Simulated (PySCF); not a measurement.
## Electronic structure of C$_{5}$H$_{11}$Cl$_{3}$Ti in real space

```xyz
20

Ti    1.2870   -0.0497   -2.2459
C     1.0161    0.0006   -0.2575
C    -0.2931    0.0144    0.5396
C     0.0758   -0.0051    2.0307
C    -1.0927    1.2833    0.2396
C    -1.1361   -1.2200    0.2161
H     1.6379   -0.8887   -0.0154
H     1.6382    0.8937   -0.0342
H     0.6527   -0.9078    2.2863
H    -0.8331    0.0022    2.6537
H     0.6806    0.8735    2.3045
H    -0.4952    2.1879    0.4355
H    -1.4193    1.3194   -0.8098
H    -1.9890    1.3289    0.8778
H    -1.4601   -1.2238   -0.8351
H    -0.5727   -2.1494    0.3949
H    -2.0367   -1.2442    0.8494
Cl    3.4569    0.0125   -2.4657
Cl    0.3195    1.6990   -3.0977
Cl    0.4257   -1.9126   -2.9675
```

Geometry: PBE0-D3(BJ)/def2-SVP.

All numbers below come from CAM-B3LYP/def2-SVPD, SCF density, gas phase in PySCF.

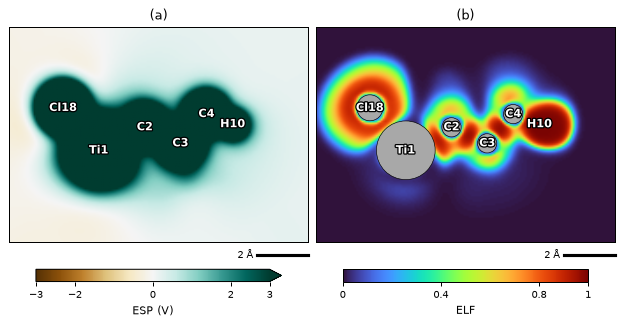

Figure 1. (a) molecular electrostatic potential; (b) electron localisation function on the plane of atoms Ti1, C2 and C3. Grey discs cover the atomic cores in the ELF map.

Question: Read the bonding off the picture.

Answer: The plane passes through Ti, C, H and Cl nuclei. C–C (1.53 Å): the ELF peaks at about 0.95 between the atoms: a shared electron pair. C–Ti (2.01 Å): the ELF peaks at about 0.90 in the valence shell of C, 0.7 Å from its nucleus, and is about 0.60 at the midpoint. Ti–Cl (2.18 Å): the ELF peaks at about 0.85 in the valence shell of Cl, 0.8 Å from its nucleus, and is about 0.40 at the midpoint. C–H (1.10 Å): the ELF climbs to about 1 towards the hydrogen, as it does in any bond to H (a covalent bond by its length). Outside the dense part of the molecule the potential is most negative (−0.4 V) near Cl18.

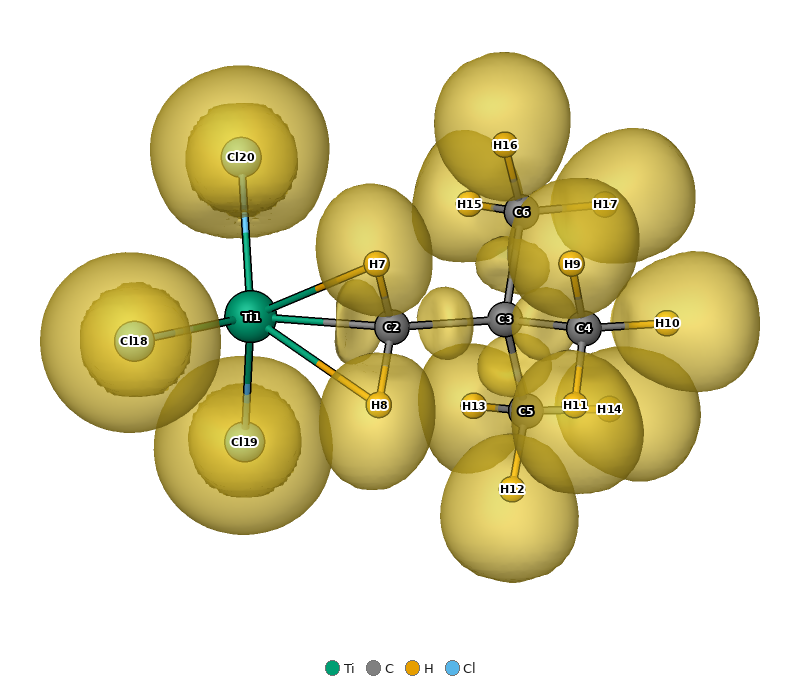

Figure 2. Isosurface of the electron localisation function at 0.8 (yellow), seen across its widest extent. Core shells and regions of very low density are left out.

Question: Describe the localisation domains.

Answer: The ELF exceeds this value in four regions between bonded C–C atoms (shared pairs), eleven regions around hydrogen nuclei, one region wrapped around C (its valence shell) and three regions wrapped around Cl (the valence shell of each).

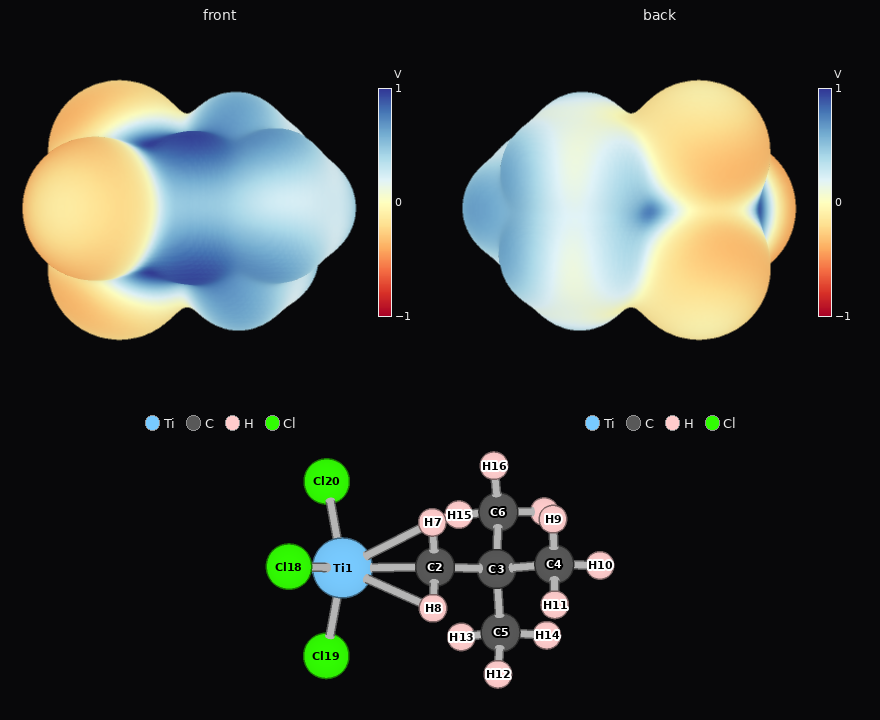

Figure 3. The molecular electrostatic potential painted on the density surface at 0.001 e/bohr³, seen from the front and from behind; the colour scale runs from red (negative) to blue (positive). The bare structure is drawn below in the same view.

Question: Where is the surface potential most negative and most positive?

Answer: The most negative region (about −0.4 V) lies over Cl18, Cl19 and Cl20, the most positive (about +0.9 V) over Ti1, H7 and H8.

Question: What dipole moment does the calculation give?

Answer: Its dipole moment is 2.75 D.
